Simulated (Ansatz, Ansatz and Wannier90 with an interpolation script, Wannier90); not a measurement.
**PbIF (P4/nmm): quasiparticle bands by Wannier interpolation**

Wanted: quasiparticle gap and band widths of PbIF (P4/nmm) over the whole zone.

Program: Ansatz 0.2.0. Level of theory: LDA, Wannier functions and G0W0, plane waves, PAW. Results are calculated unless marked as measured.

### Step 1. Set-up

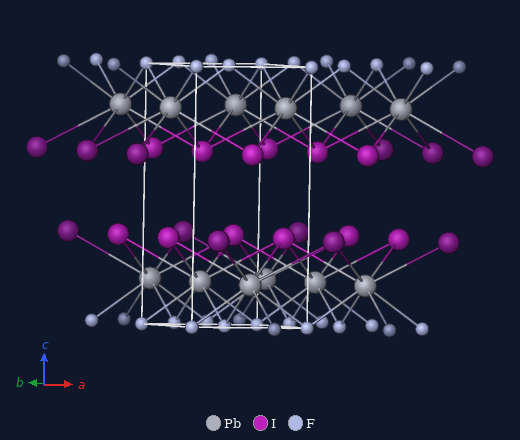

The cell as given, slightly off an axis (lead light grey, iodine pink, fluorine light blue). 2×2×1 cells are drawn. Some periodic images of atoms are drawn too.

As a file:

```cif
data_structure
_symmetry_space_group_name_H-M 'P 1'
_symmetry_Int_Tables_number 1
_cell_length_a 4.2374
_cell_length_b 4.2374
_cell_length_c 8.8000
_cell_angle_alpha 90.000
_cell_angle_beta 90.000
_cell_angle_gamma 90.000
_cell_volume 158.01
loop_
_atom_site_label
_atom_site_type_symbol
_atom_site_fract_x
_atom_site_fract_y
_atom_site_fract_z
_atom_site_occupancy
Pb1 Pb 0.50000 0.00000 0.16392 1
Pb2 Pb 0.00000 0.50000 0.83608 1
I3 I 0.50000 0.00000 0.66297 1
I4 I 0.00000 0.50000 0.33703 1
F5 F 0.00000 0.00000 0.00000 1
F6 F 0.50000 0.50000 0.00000 1
```

The cell and positions come from the Crystallography Open Database and are kept as given unless a step says otherwise. Spin-orbit coupling is left out unless a step names it. The default PAW set here is soft_2. Its files were made with PBE.

### Step 2. LDA bands

Levels along a band path, at the cheap level, show where the edges lie and whether the meshes to come will hold them.

This step: DFT, LDA, plane waves, PAW.

Input file input.yaml:

```yaml
crystal:
  lattice:
    - [4.2374, 0.0, 0.0]
    - [0.0, 4.2374, 0.0]
    - [0.0, 0.0, 8.8]
  atoms:
    - { symbol: Pb, position: [0.5, 0.0, 0.16392] }
    - { symbol: Pb, position: [0.0, 0.5, 0.83608] }
    - { symbol: I, position: [0.5, 0.0, 0.66297] }
    - { symbol: I, position: [0.0, 0.5, 0.33703] }
    - { symbol: F, position: [0.0, 0.0, 0.0] }
    - { symbol: F, position: [0.5, 0.5, 0.0] }
kpoints:
  mp_grid: { grid: [4, 4, 2] }
  band_path:
    path:
      - [[0.0, 0.0, 0.0], [0.0, 0.5, 0.0], [0.5, 0.5, 0.0], [0.0, 0.0, 0.0], [0.0, 0.0, 0.5], [0.0, 0.5, 0.5], [0.5, 0.5, 0.5], [0.0, 0.0, 0.5]]
      - [[0.0, 0.5, 0.0], [0.0, 0.5, 0.5]]
      - [[0.5, 0.5, 0.0], [0.5, 0.5, 0.5]]
    npoints: 10
hamiltonian:
  xc: lda
scf:
  occupations: { method: fermi_dirac, width: 0.02 }
  n_extra_bands: 84
output:
  eigenvalues: true
  forces: true
  stress: true
  fatbands: true
  write_density: true
  write_potential: true
  elf: true
  volumetric_format: npy
```

The run is started by

```
> ansatz run input.yaml --threads 4 --pin off --max-ram 18432MiB --backend cpu --events-out ev --progress --plain --runs-dir out
```

Numbers of over 12 decimals in the logs are rounded to 6 here.

Log:

```text
scf.n_extra_bands = 84 over 38 filled bands (N_el = 76.0): the run solves 122 bands
Engine: ansatz 0.2.0, aarch64-unknown-linux-gnu
Pseudopotentials: kind: paw
Pseudopotential: Pb, paw, valence charge 14, recommended cutoff 420 eV (normal), Pb.paw.azcp
Pseudopotential: I, paw, valence charge 17, recommended cutoff 420 eV (normal), I.paw.azcp
Pseudopotential: F, paw, valence charge 7, recommended cutoff 420 eV (normal), F.paw.azcp
Functional definition: SPW92
  exchange = slater_x
  correlation = pw_c
Crystal: 6 atoms, lattice volume = 158.009 Å³
Basis set: ecut = 420 eV, 3053 PW (Γ)
Bands: 122, of which v1, the nominal top of the filled ones, is band 38 counted from 1 (37 counted from 0)
Symmetry: 16 space group operations
Space group: P4/nmm (ITA 129), of the structure as read, at distance tolerance 5.4e-5 Å
k-points: 12 of 32
Non-local potential: Pb, projectors of the file, l = 0: 2, l = 1: 2, l = 2: 2, l = 3: 2
Non-local potential: I, projectors of the file, l = 0: 2, l = 1: 2, l = 2: 2, l = 3: 2
Non-local potential: F, projectors of the file, l = 0: 2, l = 1: 2, l = 2: 1
PAW form: soft (Blöchl's): semilocal exchange-correlation on the pseudo side does not see the compensation charge
PAW frozen core: Pb, regenerated for the run's functional, and the local potential with it (the file was generated under x = pbe(κ = 0.804, μ = 0.219515), c = pbe(β = 0.066725))
PAW frozen core: I, regenerated for the run's functional, and the local potential with it (the file was generated under x = pbe(κ = 0.804, μ = 0.219515), c = pbe(β = 0.066725))
PAW frozen core: F, regenerated for the run's functional, and the local potential with it (the file was generated under x = pbe(κ = 0.804, μ = 0.219515), c = pbe(β = 0.066725))
PAW one-centre angular grid: Pb, 590 points (default); XC on 64 Gauss nodes
PAW one-centre angular grid: I, 590 points (default); XC on 64 Gauss nodes
PAW one-centre angular grid: F, 110 points (default); XC on 64 Gauss nodes
Initial density: superposition of atomic densities (neutral atoms: chi_scale 0, normalization atom), corrected by the library's trained network
Initial wavefunctions: pseudopotential atomic-orbital guess
Functional: x = slater, c = lda
SCF iter   1: F=—  HF=-39507.150524 eV  |F-HF|=—  |Δ(HF+E_count)|=         —  Δρ=1.13e-2  dr2=1.54e-1  ethr=1.77e-3  ⟨swp⟩=6.0  Hψ=7340  notcnv=0  defer=709
preconditioner: auto → Resta (q_TF=auto, 2.415 Å⁻¹)  ε∞=1.5  [insulator: Δε(μ)=1.491 eV  Ē_g=29.821 eV  σ=0.020 eV  W_gap=1.00  n_scr=38 (ndim 8)  ℏωp=22.1 eV  f_vac=0.026  D(μ)=0.00/eV (n_scr^D=0)  ε∞_Penn≈1.5]
SCF iter   2: F=—  HF=-39507.115786 eV  |F-HF|=—  |Δ(HF+E_count)|=   3.47e-2  Δρ=6.53e-3  dr2=4.22e-2  ethr=2.03e-4  ⟨swp⟩=2.0  Hψ=2101  notcnv=0  defer=933
SCF iter   3: F=—  HF=-39507.106344 eV  |F-HF|=—  |Δ(HF+E_count)|=   9.44e-3  Δρ=1.81e-3  dr2=4.60e-3  ethr=5.56e-5  ⟨swp⟩=2.0  Hψ=941  notcnv=0  defer=933
SCF iter   4: F=—  HF=-39507.105664 eV  |F-HF|=—  |Δ(HF+E_count)|=   6.81e-4  Δρ=7.35e-4  dr2=1.00e-3  ethr=6.05e-6  ⟨swp⟩=1.7  Hψ=1440  notcnv=0  defer=933
SCF iter   5: F=—  HF=-39507.105494 eV  |F-HF|=—  |Δ(HF+E_count)|=   1.70e-4  Δρ=2.15e-4  dr2=4.13e-5  ethr=1.32e-6  ⟨swp⟩=1.8  Hψ=765  notcnv=0  defer=933
SCF iter   6: F=—  HF=-39507.105492 eV  |F-HF|=—  |Δ(HF+E_count)|=   1.36e-6  Δρ=2.93e-5  dr2=1.31e-6  ethr=5.44e-8  ⟨swp⟩=2.2  Hψ=850  notcnv=0  defer=933
SCF iter   7: F=—  HF=-39507.105492 eV  |F-HF|=—  |Δ(HF+E_count)|=   2.07e-8  Δρ=9.76e-6  dr2=1.02e-7  ethr=1.73e-9  ⟨swp⟩=2.0  Hψ=938  notcnv=0  defer=933
SCF iter   8: F=-39507.105492 eV  HF=-39507.105492 eV  |F-HF|=2.15e-9  |Δ(HF+E_count)|=   3.02e-8  Δρ=1.57e-6  dr2=3.16e-9  ethr=1.32e-10  ⟨swp⟩=21.4  Hψ=14529  notcnv=0
SCF 1 converged in 8 iterations: F = -39507.105492 eV  dr2 = 3.16e-9
[...]
NSCF: frozen V_eff on 93 k-points
SCF converged after 8 iterations
Free energy (F): -39507.105492 eV
Harris-Foulkes:  -39507.105492 eV  (|F-HF|=2.15e-9)
Internal energy: -39507.105492 eV  (E = F + TS)
E sigma→0 (E₀):  -39507.105492 eV
Fermi energy:    7.379182 eV
--- Per-component energies (eV) ---
  E_band       = -922.210044
  E_kinetic    = 1360.195152
  E_local      = -7353.874822  (includes V_loc(G=0)·N_el)
  E_nonlocal   = 688.027761
  E_hartree    = 3371.704786
  E_xc         = -849.432419
  E_vxc        = -726.600236  (∫ρ·V_xc dr)
  E_paw        = -29892.189901  (= ΣΔE_a)
  E_vpaw       = -1633.370774  (= ΣTr[D̂ρ^β])
  E_aug_tail   = 0.004281  (compensation charges beyond the density's cutoff)
  E_ewald      = -6833.173836
  E_core_change = 1.633506  (= ΣΔE_core)
  E_smearing   = -0.000000  (= −TS)
  E_closure    = -0.000000  (closes the sum)
  Σ components = -39507.105492   (vs F -39507.105492, Δ=0.00e0)
--- Forces (eV/Å), atoms counted from 1 ---
  atom   1  Pb     0.00000000     0.00000000    -0.24624373
  atom   2  Pb     0.00000000     0.00000000     0.24624373
  atom   3  I      0.00000000     0.00000000     0.14764116
  atom   4  I      0.00000000     0.00000000    -0.14764116
  atom   5  F     -0.00000000     0.00000000     0.00000000
  atom   6  F     -0.00000000     0.00000000    -0.00000000
  max |Σ_I F_I| component: 1.01e-28 eV/Å
--- Stress (GPa, compression-positive) ---
       -3.296077       0.000000       0.000000
        0.000000      -3.296077       0.000000
        0.000000       0.000000      -2.445301
  P = ⅓ Tr σ = -3.0125 GPa (-30.125 kbar)
--- Band table (eV; the first three rows and the last of 12) ---
  k-point 0: bands = [... 34 lower, 5.4591, 5.7663, 5.7663, 6.2835, 8.5879, 9.8311, 11.5738, 11.5738, ... 80 higher]
  k-point 1: bands = [... 34 lower, 5.3073, 5.9419, 5.9419, 6.5988, 8.1596, 9.7060, 11.3518, 11.3518, ... 80 higher]
  k-point 2: bands = [... 34 lower, 5.7080, 5.9814, 5.9868, 6.2600, 9.6684, 10.2440, 10.2687, 10.9604, ... 80 higher]
  k-point 11: bands = [... 34 lower, 4.1406, 4.1406, 5.5764, 5.5764, 10.1568, 10.1568, 10.1759, 10.1759, ... 80 higher]
```

Elapsed: 35 s, on 4 threads of Arm Neoverse V1, shared host; peak memory 1.2 GiB; 2.3 min of CPU time.

This step gave:

```
pressure             : -3.012 GPa
filled bands         : 38
gap                  : 1.561 eV
valence top at       : Z
conduction bottom at : Z
least direct gap     : 1.561 eV
```

The gap is direct, at (0.000, 0.000, 0.500).

The electronic bands at the labelled points (eV, zero at the top of the highest nominally filled band):

```
    point  band 35  band 36  band 37  band 38  band 39  band 40  band 41  band 42
        Γ    -1.14    -0.83    -0.83    -0.32     1.99     3.23     4.98     4.98
        X    -0.63    -0.63    -0.47    -0.47     3.32     3.32     3.95     3.95
        M    -1.83    -1.83    -0.91    -0.91     2.76     2.76     3.70     3.70
        Γ    -1.14    -0.83    -0.83    -0.32     1.99     3.23     4.98     4.98
        Z    -1.29    -0.66    -0.66     0.00     1.56     3.11     4.75     4.75
        R    -0.74    -0.74    -0.48    -0.48     3.29     3.29     3.96     3.96
        A    -2.46    -2.46    -1.02    -1.02     3.56     3.56     3.58     3.58
        Z    -1.29    -0.66    -0.66     0.00     1.56     3.11     4.75     4.75
jump to X    -0.63    -0.63    -0.47    -0.47     3.32     3.32     3.95     3.95
        R    -0.74    -0.74    -0.48    -0.48     3.29     3.29     3.96     3.96
jump to M    -1.83    -1.83    -0.91    -0.91     2.76     2.76     3.70     3.70
        A    -2.46    -2.46    -1.02    -1.02     3.56     3.56     3.58     3.58
```

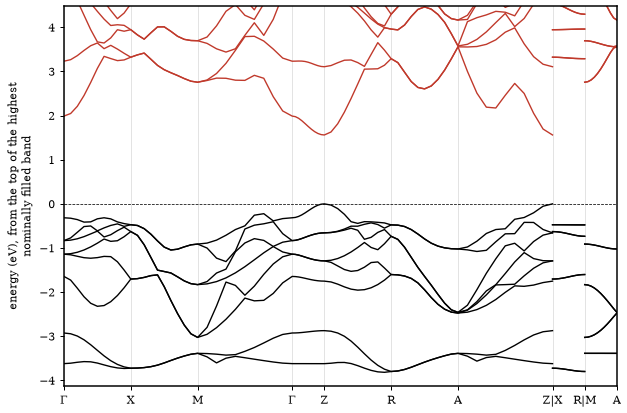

Electronic bands along the path; lines of filled and empty bands in two colours.

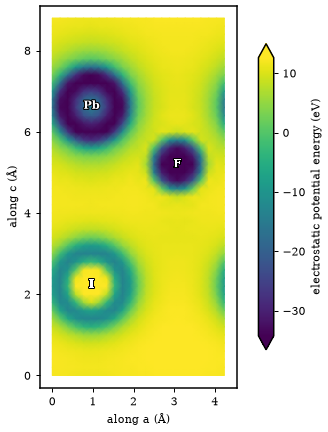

Electrostatic potential energy in the ac plane at fractional y = 0.000, with atoms of Pb and I and F within 0.2 Å of it. With pseudopotentials it is smooth inside the atoms' cores, unlike the true potential. The map starts off the cell's origin, so that atoms lie inside it.

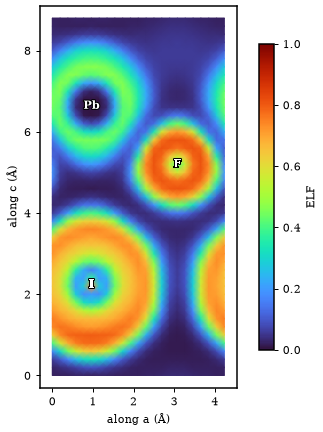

ELF in the ac plane at fractional y = 0.000, with atoms of Pb and I and F within 0.2 Å of it. It is the smooth field of the valence electrons, not physical close to the nuclei. The map starts off the cell's origin, so that atoms lie inside it.

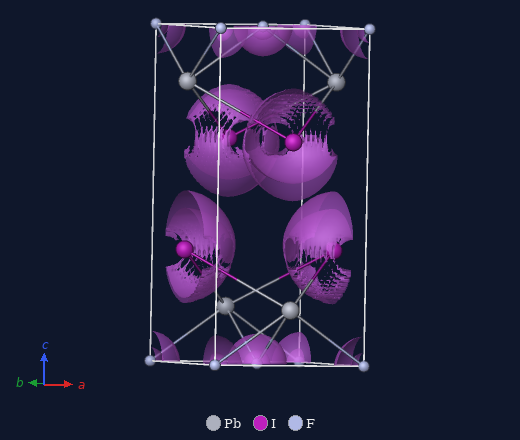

Surface of ELF = 0.73.

### Step 3. Overlaps and projections on 8×8×4

This step: overlaps and projections of LDA states for Wannier90, plane waves, PAW.

input.yaml, the sections that differ from step 2:

```yaml
kpoints:
  mp_grid: { grid: [4, 4, 2] }
scf:
  occupations: { method: fixed }
  n_extra_bands: 84
output:
  wannier:
    kmesh: [8, 8, 4]
    projections:
      - { species: F, l: p, shell: 2 }
      - { species: I, l: p, shell: 5 }
      - { species: Pb, l: p, shell: 6 }
    minimise: false
    seedname: w
    disentanglement: { window: [1.39, 13.76], frozen_window: [1.39, 10.76] }
# crystal, hamiltonian: as in step 2
```

Log:

```text
[...]
Crystal: 6 atoms, lattice volume = 158.009 Å³
Basis set: ecut = 420 eV, 3053 PW (Γ)
Bands: 122, of which v1, the nominal top of the filled ones, is band 38 counted from 1 (37 counted from 0)
Symmetry: 16 space group operations
[...]
k-points: 12 of 32
[...]
--- Band table (eV; the first three rows and the last of 12) ---
  k-point 0: bands = [... 34 lower, 5.4592, 5.7663, 5.7663, 6.2836, 8.5880, 9.8312, 11.5739, 11.5739, ... 80 higher]
  k-point 1: bands = [... 34 lower, 5.3074, 5.9419, 5.9419, 6.5988, 8.1597, 9.7060, 11.3519, 11.3519, ... 80 higher]
  k-point 2: bands = [... 34 lower, 5.7081, 5.9815, 5.9869, 6.2601, 9.6684, 10.2441, 10.2688, 10.9605, ... 80 higher]
  k-point 11: bands = [... 34 lower, 4.1406, 4.1406, 5.5765, 5.5765, 10.1569, 10.1569, 10.1759, 10.1759, ... 80 higher]
[key lines of the parts left out:]
SCF converged after 7 iterations
Free energy (F): -39507.105492 eV
Fermi energy:    6.598840 eV
```

It took 51 s on 4 threads; peak memory 2.1 GiB; 3.2 min of CPU time.

(Continued in part 2 of 4.)

[Paths, hosts, dates, memory and timing lines, banners, echoed tables and standing remarks are left out of the program output.]

[Logs are printed without paths, hosts, clocks, repeated set-up lines and the standing remarks that a program may print on its own settings, such as how far it seeks lower states.]

[Runs of the session that timed out or met a known fault of the program may be left out.]

[Hosts, paths, dates, database ids (printed as entryN), source tags and the programs' standing remarks are cut or masked in the printed files.]
